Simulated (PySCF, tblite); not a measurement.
# C6H7FOSi: excited states

Wanted: excited states for C6H7FOSi (`CC(=O)C1=CC=C(F)[SiH2]1`).

Programs: tblite 0.8.0 and PySCF 2.14.0, with routines of our own; each step states its level. All values are computed. Atoms count from 0.

## 1. The starting structure

16 atoms, charge 0, multiplicity 1; geometry from: force field or distance geometry start.

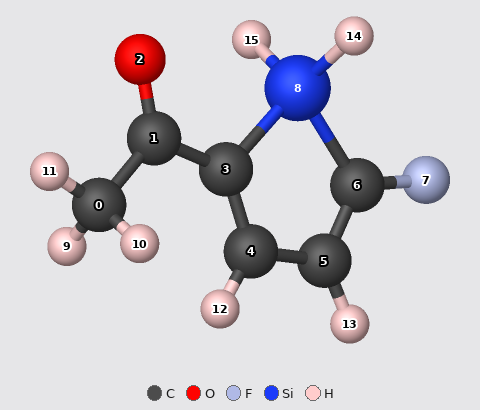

The starting geometry (carbon dark grey, oxygen red, fluorine light blue, silicon blue, hydrogen pink).

## 2. Geometry optimisation with GFN2-xTB

What the job is given:

```
{"job": {"kind": "relax", "xc": "GFN2-xTB", "basis": "xTB"}, "charge": 0, "multiplicity": 1}
C      2.017800    -0.935100    -1.416900
C      0.849800    -1.301300    -0.532000
O      0.632000    -2.484300    -0.241100
C      0.003400    -0.215200     0.006100
C      0.118100     1.104800    -0.182400
C     -0.888000     1.919700     0.481500
C     -1.772200     1.226800     1.205900
F     -2.766500     1.797200     1.908100
Si    -1.453800    -0.625300     1.141700
H      1.637900    -0.425900    -2.307500
H      2.710800    -0.298000    -0.875500
H      2.531600    -1.843200    -1.725200
H      0.874600     1.581100    -0.788800
H     -0.892000     2.998200     0.394900
H     -1.051500    -1.151100     2.466900
H     -2.559300    -1.339500     0.453000
```

The run is started by

```sh
OMP_NUM_THREADS=1 python excited_run.py task.json out
```

One launch serves the whole session: the jobs run in the order shown.

Output:

```text
step      E/eV     max force
  0    -731.36229    1.678
  1    -731.39730    1.541
  2    -731.42018    0.343
  3    -731.42652    0.229
  4    -731.43134    0.163
  5    -731.43369    0.121
  6    -731.43516    0.078
  7    -731.43573    0.067
  8    -731.43614    0.058
  9    -731.43654    0.054
 10    -731.43690    0.046
 11    -731.43712    0.034
 12    -731.43729    0.035
 13    -731.43750    0.042
 14    -731.43775    0.049
 15    -731.43795    0.041
 16    -731.43806    0.025
 17    -731.43812    0.016
 18    -731.43816    0.018
 19    -731.43821    0.022
 20    -731.43826    0.024
 21    -731.43832    0.018
 22    -731.43839    0.022
 23    -731.43848    0.026
 24    -731.43858    0.029
 25    -731.43868    0.032
 26    -731.43877    0.023
 27    -731.43884    0.018
 28    -731.43887    0.013
 29    -731.43889    0.013
 30    -731.43891    0.013
 31    -731.43893    0.012
 32    -731.43894    0.010
 33    -731.43896    0.009
```

Run time: 0.24 s. Hardware: 1 thread of Arm Neoverse V1, shared host.

The steps of the relaxation: (not every step is listed)

```
step  energy from step 0 (eV)  largest force (eV/Å)
   0                   0.0000                1.6782
   1                  -0.0350                1.5414
   2                  -0.0579                0.3431
   3                  -0.0642                0.2289
   4                  -0.0690                0.1625
   5                  -0.0714                0.1207
   6                  -0.0729                0.0784
   7                  -0.0734                0.0674
   8                  -0.0738                0.0583
  10                  -0.0746                0.0461
  12                  -0.0750                0.0348
  14                  -0.0755                0.0487
  16                  -0.0758                0.0251
  18                  -0.0759                0.0176
  20                  -0.0760                0.0238
  22                  -0.0761                0.0223
  24                  -0.0763                0.0293
  26                  -0.0765                0.0226
  28                  -0.0766                0.0133
  29                  -0.0766                0.0127
  30                  -0.0766                0.0127
  31                  -0.0766                0.0121
  32                  -0.0766                0.0099
  33                  -0.0767                0.0092
```

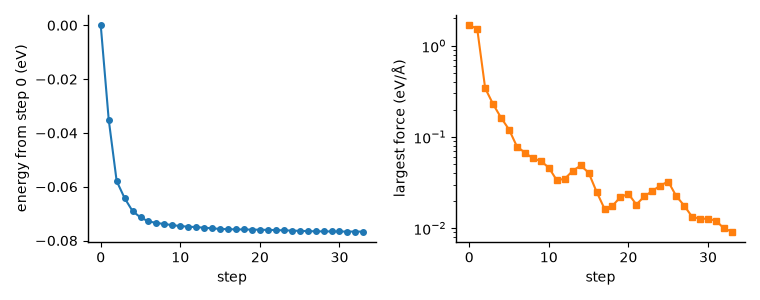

Energy and largest force along the relaxation.

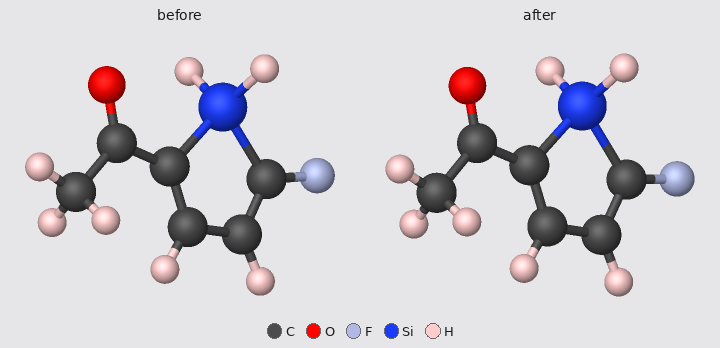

The geometry before (left) and after (right).

Close pairs (by a distance rule), those that changed most:

```
   bond  before (Å)  after (Å)  change (Å)
 C6–Si8       1.880      1.914      +0.033
Si8–H15       1.485      1.458      -0.028
Si8–H14       1.481      1.458      -0.023
  C1–C3       1.478      1.455      -0.023
  C1–O2       1.238      1.217      -0.020
  C3–C4       1.338      1.352      +0.013
  C4–C5       1.455      1.444      -0.011
  C0–H9       1.094      1.088      -0.006
```

The end geometry stands in the next job.

## 3. Harmonic vibrations with GFN2-xTB

What the job is given:

```
{"job": {"kind": "ir", "xc": "GFN2-xTB", "basis": "xTB"}, "charge": 0, "multiplicity": 1}
C      2.005288    -0.918337    -1.415613
C      0.855040    -1.309590    -0.520276
O      0.616368    -2.469312    -0.238581
C      0.009898    -0.253316     0.015885
C      0.112461     1.079995    -0.181028
C     -0.870634     1.909465     0.476258
C     -1.766196     1.227705     1.206981
F     -2.747157     1.847171     1.881761
Si    -1.454015    -0.659242     1.144748
H      1.629360    -0.387458    -2.287543
H      2.683911    -0.261094    -0.876426
H      2.540353    -1.808346    -1.735701
H      0.871265     1.548532    -0.791427
H     -0.857347     2.983079     0.369050
H     -1.081720    -1.171255     2.458025
H     -2.554473    -1.349054     0.482477
```

Output:

```text
mode    cm-1     km/mol
  1      47.0      2.73
  2      90.5      4.71
  3     120.9      9.11
  4     139.0      0.58
  5     221.0      1.08
  6     291.5      1.01
  7     302.9      4.33
  8     305.3     15.14
  9     366.3      0.25
 10     396.5     13.86
 11     490.0     40.75
 12     539.8     19.24
 13     542.7     21.25
 14     597.8     79.00
 15     598.1     45.21
 16     608.9      1.31
 17     640.9      1.28
 18     686.0     49.93
 19     735.5    188.91
 20     836.0     46.05
 21     885.2      0.70
 22     948.3      4.51
 23     988.1     18.03
 24    1029.7     24.72
 25    1061.5     76.02
 26    1196.9    105.53
 27    1221.7     32.35
 28    1269.4    203.09
 29    1287.5     49.65
 30    1363.3     36.10
 31    1457.7      8.75
 32    1462.7     10.06
 33    1526.6    408.17
 34    1618.4     14.58
 35    1691.1    283.58
 36    2310.6    103.05
 37    2316.4    374.79
 38    3027.1     12.72
 39    3030.8      4.17
 40    3056.1     12.09
 41    3067.6     24.34
 42    3093.1     29.52
```

Run time: 0.62 s. Hardware: 1 thread of Arm Neoverse V1, shared host.

The strongest bands and the atoms that carry them (share of the mass-weighted mode):

```
cm⁻¹  km/mol                                  atoms
 598    79.0  H15 25 %, H14 24 %, Si8 16 %, C5 11 %
 736   188.9           H15 42 %, H14 42 %, Si8 11 %
1197   105.5              C6 52 %, F7 19 %, C5 11 %
1269   203.1                       C1 48 %, C3 29 %
1527   408.2     C3 32 %, C4 24 %, C6 21 %, C5 19 %
1691   283.6                       C1 60 %, O2 37 %
2311   103.0                     H15 50 %, H14 48 %
2316   374.8                     H14 49 %, H15 46 %
```

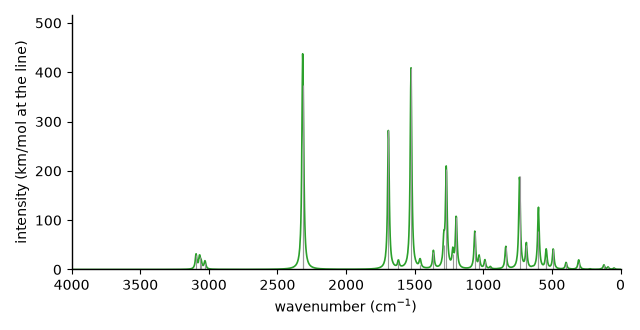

The infrared spectrum from these modes, unscaled. Lines are broadened to a width of 14 cm⁻¹ (Lorentzian).

## 4. Excited states: TDA PBE0/def2-SVPD

The job, as its differences from that of step 3:

```diff
@@ -1,2 +1,2 @@
-{"job": {"kind": "ir", "xc": "GFN2-xTB", "basis": "xTB"}, "charge": 0, "multiplicity": 1}
+{"job": {"kind": "states", "xc": "PBE0", "basis": "def2-SVPD", "tda": true, "soc": true, "nstates": 5, "ntriplets": 4, "nquad": 4}, "charge": 0, "multiplicity": 1}
 C      2.005288    -0.918337    -1.415613
```

Method: TDA PBE0/def2-SVPD excited states, vertical, gas phase, spin-orbit mean-field couplings.

Output:

```text
coarse grid: 14656 points
cycle   1  E = -696.1701737731  dE =  1.378e+00  |g| = 8.425e-01  |ddm| = 7.274e+00
cycle   2  E = -693.9052647444  dE =  2.265e+00  |g| = 2.566e+00  |ddm| = 3.583e+00
cycle   3  E = -696.1833976625  dE = -2.278e+00  |g| = 6.859e-01  |ddm| = 3.487e+00
cycle   4  E = -696.3178824834  dE = -1.345e-01  |g| = 1.593e-01  |ddm| = 1.482e+00
cycle   5  E = -696.3215871539  dE = -3.705e-03  |g| = 1.178e-01  |ddm| = 5.955e-01
cycle   6  E = -696.3250009769  dE = -3.414e-03  |g| = 3.491e-02  |ddm| = 3.100e-01
cycle   7  E = -696.3253005965  dE = -2.996e-04  |g| = 9.338e-03  |ddm| = 8.115e-02
cycle   8  E = -696.3253201993  dE = -1.960e-05  |g| = 4.106e-03  |ddm| = 2.653e-02
cycle   9  E = -696.3253241024  dE = -3.903e-06  |g| = 1.801e-03  |ddm| = 1.165e-02
final grid: 139592 points
cycle  10  E = -696.4252514107  dE = -1.617e-05  |g| = 1.327e-02  |ddm| = 1.508e-01
cycle  11  E = -696.4251349481  dE =  1.165e-04  |g| = 2.687e-02  |ddm| = 6.326e-02
cycle  12  E = -696.4252886722  dE = -1.537e-04  |g| = 2.348e-03  |ddm| = 4.816e-02
cycle  13  E = -696.4252898957  dE = -1.224e-06  |g| = 4.157e-04  |ddm| = 5.323e-03
cycle  14  E = -696.4252899232  dE = -2.752e-08  |g| = 1.628e-04  |ddm| = 1.002e-03
cycle  15  E = -696.4252899280  dE = -4.743e-09  |g| = 4.014e-05  |ddm| = 3.322e-04
cycle  16  E = -696.4252899283  dE = -3.081e-10  |g| = 2.160e-05  |ddm| = 1.167e-04
converged SCF energy = -696.4252899283

Singlet excitations
state   eV       nm        f     d(h-e)  d(exc)  Lambda  PR(NTO)  |dmu|/D   mu/D   main configurations
  1   3.4170   362.8   0.00019   1.939   3.248   0.390   1.005    4.625    4.414   H-1->L 0.94
  2   4.1505   298.7   0.23243   0.481   2.967   0.780   1.108    1.195    3.895   H->L 0.93
  3   4.9016   252.9   0.00007   0.490   2.905   0.532   1.034    1.219    2.848   H-2->L 0.98
  4   5.6325   220.1   0.00000   1.837   3.348   0.431   1.078    4.187    4.290   H-1->L+1 0.86
  5   5.8837   210.7   0.05056   0.523   3.502   0.699   1.694                     H->L+1 0.71, H-3->L 0.26

Triplet excitations (Tamm-Dancoff)
state   eV     d(h-e)  d(exc)  Lambda  PR(NTO)   main configurations
  1   2.1979   0.127   2.732   0.796   1.043   H->L 0.96
  2   3.0056   1.696   3.063   0.392   1.006   H-1->L 0.88, H-1->L+1 0.10
  3   4.3841   0.179   2.446   0.711   2.040   H->L+1 0.44, H-3->L 0.41
  4   4.5114   0.466   2.810   0.531   1.053   H-2->L 0.96
S1 - T1 = 1.2191 eV

Spin-orbit couplings |<S|Hso|T>| (cm-1)
             T1       T2       T3       T4
S0        0.113   41.822    0.110   15.130
S1       15.414    0.513   14.431    1.240
S2        0.015   14.183    0.020   17.459
S3       13.757    2.041   12.500    0.963
S4        3.563    0.600   10.041    4.213
S5        0.034    1.770    0.027    8.884
T1 sublevels (cm-1): 0.000 0.001 0.011   radiative rates (1/s): 7.17e-05 0.0311 0.187
```

Wall time 49 s (1 thread of Arm Neoverse V1, shared host); peak memory 0.9 GiB.

In short:

```
  quantity    value
S1 less T1  1.22 eV
```

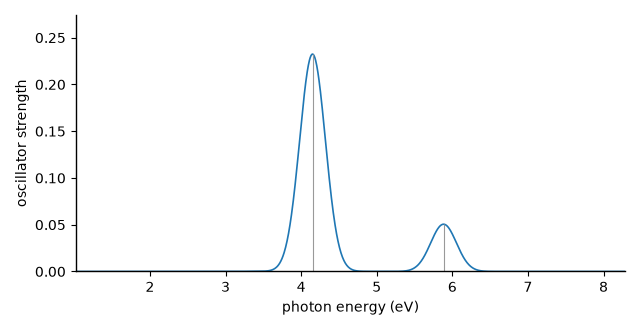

Absorption lines of the singlets. Lines are broadened to a width of 0.40 eV (Gaussian).

## 5. Excited states: TDDFT CAM-B3LYP/def2-SVPD

The job, as its differences from that of step 4:

```diff
@@ -1,2 +1,2 @@
-{"job": {"kind": "states", "xc": "PBE0", "basis": "def2-SVPD", "tda": true, "soc": true, "nstates": 5, "ntriplets": 4, "nquad": 4}, "charge": 0, "multiplicity": 1}
+{"job": {"kind": "states", "xc": "CAM-B3LYP", "basis": "def2-SVPD", "tpa": true, "nstates": 6, "nquad": 5, "ntriplets": 0}, "charge": 0, "multiplicity": 1}
 C      2.005288    -0.918337    -1.415613
```

Level: TDDFT CAM-B3LYP/def2-SVPD excited states, vertical, gas phase, two-photon moments by quadratic response.

Output:

```text
coarse grid: 14656 points
cycle   1  E = -696.5239292643  dE =  1.595e+00  |g| = 9.021e-01  |ddm| = 7.638e+00
cycle   2  E = -696.2353500499  dE =  2.886e-01  |g| = 1.543e+00  |ddm| = 4.795e+00
cycle   3  E = -696.6996392453  dE = -4.643e-01  |g| = 1.455e-01  |ddm| = 3.610e+00
cycle   4  E = -696.7034561588  dE = -3.817e-03  |g| = 8.041e-02  |ddm| = 3.938e-01
cycle   5  E = -696.7048813210  dE = -1.425e-03  |g| = 1.945e-02  |ddm| = 1.624e-01
cycle   6  E = -696.7049823515  dE = -1.010e-04  |g| = 6.014e-03  |ddm| = 5.431e-02
cycle   7  E = -696.7049993754  dE = -1.702e-05  |g| = 2.285e-03  |ddm| = 2.186e-02
cycle   8  E = -696.7050024369  dE = -3.062e-06  |g| = 8.462e-04  |ddm| = 1.311e-02
final grid: 139592 points
cycle   9  E = -696.8209402703  dE = -3.426e-05  |g| = 4.591e-03  |ddm| = 1.110e-01
cycle  10  E = -696.8209383997  dE =  1.871e-06  |g| = 5.854e-03  |ddm| = 1.783e-02
cycle  11  E = -696.8209445305  dE = -6.131e-06  |g| = 7.021e-04  |ddm| = 7.545e-03
cycle  12  E = -696.8209446198  dE = -8.928e-08  |g| = 2.537e-04  |ddm| = 1.542e-03
cycle  13  E = -696.8209446307  dE = -1.089e-08  |g| = 1.194e-04  |ddm| = 5.559e-04
cycle  14  E = -696.8209446337  dE = -3.017e-09  |g| = 1.749e-05  |ddm| = 2.219e-04
cycle  15  E = -696.8209446338  dE = -1.594e-10  |g| = 7.532e-06  |ddm| = 7.991e-05
converged SCF energy = -696.8209446338

Singlet excitations
state   eV       nm        f     d(h-e)  d(exc)  Lambda  PR(NTO)  |dmu|/D   mu/D   delta(TPA)   sigma/GM   main configurations
  1   3.7797   328.0   0.00026   1.478   2.911   0.398   1.013    3.768    3.650        0.15      0.001   H-1->L 0.84, H-1->L+2 0.14
  2   3.9104   317.1   0.15008   0.429   2.850   0.766   1.146    1.298    3.831      141.51      0.793   H->L 0.97
  3   5.1121   242.5   0.00003   0.455   2.769   0.526   1.074    1.104    2.678        1.61      0.015   H-2->L 0.94
  4   6.1283   202.3   0.00327   0.619   2.954   0.492   1.661    1.075    1.979        0.17      0.002   H-4->L 0.57, H-1->L+2 0.24
  5   6.2720   197.7   0.07888   0.698   3.351   0.674   1.397    2.034    3.859     2868.63     41.341   H->L+2 0.84, H-3->L 0.12
  6   6.3254   196.0   0.00359   1.317   3.456   0.347   1.780                                            H->L+3 0.49, H->L+1 0.16, H-1->L+2 0.16
```

Run time: 77 s. Hardware: 1 thread of Arm Neoverse V1, shared host; peak memory 1.2 GiB.

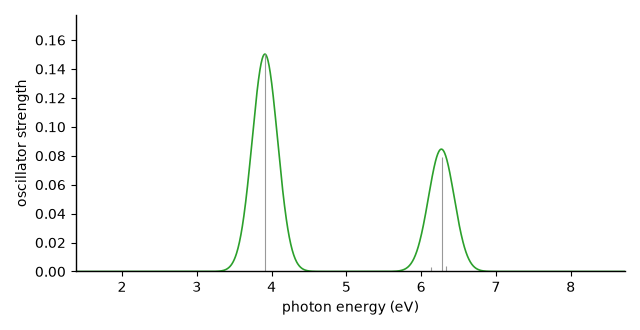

Absorption lines of the singlets. Lines are broadened to a width of 0.40 eV (Gaussian).

## 6. Summary of results

```
                                 quantity                  value
strongest single infrared mode (GFN2-xTB)  1527 cm⁻¹, 408 km/mol
             zero-point energy (GFN2-xTB)          67.9 kcal/mol
  S1 less T1 (step 4, TDA PBE0/def2-SVPD)                1.22 eV
```

In words: No mode is imaginary among the 42: a minimum at this level. The strongest single mode, at 1527 cm⁻¹, is spread over several atoms, C3, C4, C6, C5 among them. GFN2-xTB is a fitted tight-binding method: band positions and strengths are rough. Its intensities can rank the bands wrongly. In step 4, the number of triplets below S1 is 2, and the largest singlet-triplet spin-orbit coupling is S0–T2, 41.82 cm⁻¹.
